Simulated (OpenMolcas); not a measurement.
**Si2H5O (SMILES O[SiH][SiH3]): levels of theory compared**

Aim: a comparison of 6 runs (UHF/def2-SVPD, UBLYP/def2-SVPD, UM06-2X/def2-SVPD, USVWN5/def2-SVPD, UTPSS/def2-SVPD, ROMP2/def2-SVPD) of Si2H5O. 

The results are computed with OpenMolcas 26.06.

## (1) The structure to begin with

Si2H5O: 8 atoms, total charge 0, spin state doublet. As SMILES, `O[SiH][SiH3]`. The shape is that of a PBE0-D4/def2-TZVP optimisation. This is one conformer, not always the lowest.

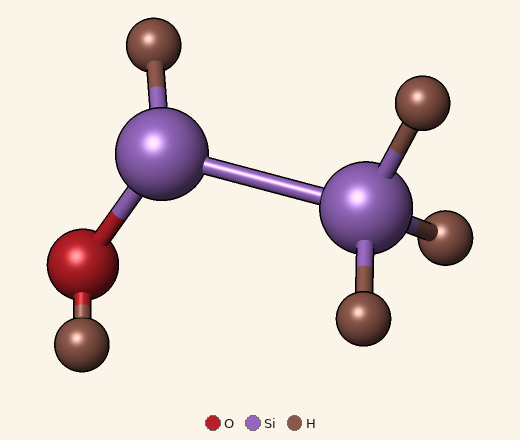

The structure, seen from a chosen angle (oxygen red, silicon purple, hydrogen brown).

## (2) Energy and forces at UHF/def2-SVPD (run 1)

File job.inp:

```
>>> EXPORT MOLCAS_PRINT=2

&GATEWAY
  BasLib = $CurrDir
  Coord
  8
  bohr
  O     -1.75555557     1.77331900    -3.24484873
  Si     0.17083124     2.14294943    -0.80313360
  Si     0.59375195    -1.46302597     1.73401269
  H     -3.41265641     1.13081211    -2.89184789
  H      2.60536541     2.99011365    -1.93583544
  H      2.24877409    -0.80653511     3.90984335
  H      1.67032892    -3.70461909     0.40950365
  H     -1.94679585    -2.17072840     2.71667028
  Basis = def2-SVPD
  Group = NoSym

&SEWARD

&SCF
  UHF
  Spin = 2
  Thresholds = 1e-10 1e-07 1e-07 1e-05
  PrOrbitals = 1

&ALASKA
```

The basis set def2-SVPD is read from a file made from the Basis Set Exchange's data (not shown).

Launch:

```bash
$ export MOLCAS_MEM=1860
$ pymolcas job.inp > job.log
```

What it wrote:

```text
--- Start Module: gateway ---
[...]
--- Stop Module: gateway /rc=_RC_ALL_IS_WELL_ ---
[...]
      Basis functions          111
[...]
--- Start Module: scf ---
[...]
       Convergence after  15 Iterations
[...]
::    Total SCF energy                               -655.4000817671
[...]
      Total spin, S                                     0.5039314068
[...]
      Dipole Moment (debye):
      Origin of the operator (angstrom)=   -0.0379    0.3080   -0.1624
                   X= -8.7901E-01               Y= -5.1297E-01               Z=  7.5846E-01           Total=  1.2693E+00
      Quadrupole Moment (debye*angstrom):
[...]
--- Stop Module: scf /rc=_RC_ALL_IS_WELL_ ---
[...]
--- Start Module: alaska ---
[...]
 *              Molecular gradients               *
 **************************************************
  Irreducible representation: a
 ------------------------------------------------------------------------------------------
                              X                       Y                       Z
 ------------------------------------------------------------------------------------------
  O1                2.38004472439517E-02    9.06247995434106E-03   -8.60297696672063E-05
  SI2              -1.04339373224485E-02   -7.74786588446830E-03   -2.65647204143349E-04
  SI3              -5.10839750636372E-04    6.58256700596560E-03   -5.07904628389344E-03
  H4               -1.50500560757818E-02   -6.69984002202040E-03    6.56490011137056E-03
  H5                1.95818989772878E-03    5.78751847303050E-04   -2.19396242267167E-03
  H6                6.85816203541023E-04    4.82835467436438E-04    1.00318683276779E-03
  H7                5.89973692499246E-04   -2.09649715374960E-03   -2.81976247795024E-04
  H8               -1.03959388883235E-03   -1.62431214866254E-04    3.38574983978379E-04
[...]
--- Stop Module: alaska /rc=_RC_ALL_IS_WELL_ ---
[...]
```

Wall time 19 s (1 thread of Arm Neoverse V1, shared host); peak memory 0.66 GiB.

## (3) Energy and gradient at UBLYP/def2-SVPD (run 2)

File calc.inp:

```
&GATEWAY
  BasLib = $CurrDir
  Coord
  8
  angstrom
  O       -0.929000       0.938400      -1.717100
  Si       0.090400       1.134000      -0.425000
  Si       0.314200      -0.774200       0.917600
  H       -1.805900       0.598400      -1.530300
  H        1.378700       1.582300      -1.024400
  H        1.190000      -0.426800       2.069000
  H        0.883900      -1.960400       0.216700
  H       -1.030200      -1.148700       1.437600
  Basis = def2-SVPD
  Group = NoSym

&SEWARD
  GridInput
  Grid=UltraFine
  End of Grid

&SCF
  UHF
  Spin = 2
  KSDFT = BLYP
  Thresholds = 1e-10 1e-07 1e-07 1e-05
  PrOrbitals = 1 1

&ALASKA
```

The basis set def2-SVPD is read from a file made from the Basis Set Exchange's data (not shown).

Launch:

```bash
$ export MOLCAS_MEM=1860
$ pymolcas calc.inp > calc.log
```

What it wrote:

```text
--- Start Module: gateway ---
[...]
--- Stop Module: gateway /rc=_RC_ALL_IS_WELL_ ---
[...]
      Basis functions          111
[...]
--- Start Module: scf ---
[...]
       Convergence after  17 Iterations
[...]
::    Total KS-DFT energy                            -656.9344541978
[...]
      Total spin, S                                     0.5009439160
[...]
      Total electronic charge=   41.000000
      Total            charge=   -0.000000
[...]
      Dipole Moment (debye):
      Origin of the operator (angstrom)=   -0.0379    0.3080   -0.1624
                   X= -9.5500E-01               Y= -4.3354E-01               Z=  4.4655E-01           Total=  1.1399E+00
      Quadrupole Moment (debye*angstrom):
[...]
--- Stop Module: scf /rc=_RC_ALL_IS_WELL_ ---
[...]
--- Start Module: alaska ---
[...]
 *              Molecular gradients               *
 **************************************************
  Irreducible representation: a
 ------------------------------------------------------------------------------------------
                              X                       Y                       Z
 ------------------------------------------------------------------------------------------
  O1                6.40806699435981E-03   -7.05734958991844E-04    2.43497154381362E-02
  SI2              -1.46024520504566E-02   -8.60259268454833E-03   -2.26829895097085E-02
  SI3              -2.51912483985706E-04    1.24386598520942E-03   -8.44438382782364E-04
  H4                1.32944501518333E-02    4.78886788232646E-03   -3.74449554308376E-04
  H5               -4.27197588302075E-03   -1.29488634919039E-03    2.67859429995654E-03
  H6               -2.53767859041565E-03   -7.47900092085363E-04   -3.49854883017597E-03
  H7               -1.81395602170120E-03    4.01279638202423E-03    2.03840643178244E-03
  H8                3.77545788331668E-03    1.30558383527868E-03   -1.66628989298756E-03
[...]
--- Stop Module: alaska /rc=_RC_ALL_IS_WELL_ ---
[...]
```

Wall time 91 s (1 thread of Arm Neoverse V1, shared host); peak memory 0.66 GiB.

Runs 3 to 5 aren't shown in full; the table further down has their settings and results.

## (4) A single-point energy at ROMP2/def2-SVPD (run 6)

File job.input:

```
>>> EXPORT MOLCAS_PRINT=2

&gateway
  baslib=$CurrDir
  coord
  8
  angstrom
  O       -0.929000       0.938400      -1.717100
  Si       0.090400       1.134000      -0.425000
  Si       0.314200      -0.774200       0.917600
  H       -1.805900       0.598400      -1.530300
  H        1.378700       1.582300      -1.024400
  H        1.190000      -0.426800       2.069000
  H        0.883900      -1.960400       0.216700
  H       -1.030200      -1.148700       1.437600
  basis=def2-SVPD
  group=NoSym

&seward

&scf
  uhf
  spin=2
  thresholds=1e-10 1e-07 1e-07 1e-05
  prorbitals=1 2

&rasscf
  fileorb=$Project.UnaOrb
  spin=2
  nactel=1 0 0
  inactive=20
  ras2=1
  outorbitals=Canonical
  orblisting=NoCore

&caspt2
  ipea=0.0
  frozen=11
```

The basis set def2-SVPD is read from a file made from the Basis Set Exchange's data (not shown).

Launch:

```bash
$ export MOLCAS_MEM=1860
$ pymolcas job.input > job.log
```

What it wrote:

```text
--- Start Module: gateway ---
[...]
--- Stop Module: gateway /rc=_RC_ALL_IS_WELL_ ---
[...]
      Basis functions          111
[...]
       Convergence after  15 Iterations
[...]
::    Total SCF energy                               -655.4000817671
[...]
      Total spin, S                                     0.5039314068
[...]
--- Start Module: rasscf ---
[...]
      Number of active orbitals                  1
[...]
      Spin quantum number                      0.5
[...]
      Active orbitals                            1
[...]
      Number of CSFs                             1
[...]
      Number of root(s) required                 1
[...]
      Convergence after  9 iterations
[...]
      printout of CI-coefficients larger than  0.05 for root  1
      energy=    -655.398131
      conf/sym  1     Coeff  Weight
             1  u   1.00000 1.00000
      Natural orbitals and occupation numbers for root  1
      sym 1:   1.000000
      ************************************************************************************************************************
      *                                                    Final results                                                     *
[...]
::    RASSCF root number  1 Total energy:   -655.39813125
[...]
      Total electronic charge=   41.000000
      Total            charge=   -0.000000
[...]
      Dipole Moment (debye):
      Origin of the operator (angstrom)=   -0.0379    0.3080   -0.1624
                   X= -8.6935E-01               Y= -5.3060E-01               Z=  7.5816E-01           Total=  1.2697E+00
      Quadrupole Moment (debye*angstrom):
[...]
--- Stop Module: rasscf /rc=_RC_ALL_IS_WELL_ ---
[...]
--- Start Module: caspt2 ---
[...]
 ###    WARNING: User changed nr of frozen orbitals.                         ###
 ###############################################################################
[...]
      E2 (Variational):          -0.3970164684
      Total energy:            -655.7951477151
[...]
      Reference weight:           0.86985
[...]
::    CASPT2 Root  1     Total energy:   -655.79514772
[...]
--- Stop Module: caspt2 /rc=_RC_ALL_IS_WELL_ ---
[...]
```

Run time: 27 s. Hardware: 1 thread of Arm Neoverse V1, shared host; peak memory 0.66 GiB.

## (5) The series

```
run              level  integration grid      task  energy (Eh)  dipole moment (D)  HOMO energy (eV)  LUMO energy (eV)  wall time
  1      UHF/def2-SVPD                 –  gradient  -655.400082               1.27             -8.50              1.19       19 s
  2    UBLYP/def2-SVPD         UltraFine  gradient  -656.934454               1.14             -4.45             -3.22       91 s
  3  UM06-2X/def2-SVPD         UltraFine    energy  -656.889878               1.19             -6.58             -1.96    1.8 min
  4   USVWN5/def2-SVPD         UltraFine  gradient  -654.071027               1.15             -4.63             -3.59       53 s
  5    UTPSS/def2-SVPD         UltraFine    energy  -657.027494               1.13             -4.81             -3.10    2.1 min
  6    ROMP2/def2-SVPD                 –    energy  -655.795148                  –                 –                 –       27 s
```

## (6) What came out

| quantity | value |
| --- | --- |
| run 6: total energy | -655.79515 Eh |

**Reading.** Over runs 1, 2, 3, 4, 5 the dipole moment (its size) runs from 1.13 D (UTPSS/def2-SVPD) to 1.27 D (UHF/def2-SVPD). Totals of different functionals can't be ranked against each other. All runs together took 7.1 min, the longest 2.1 min.
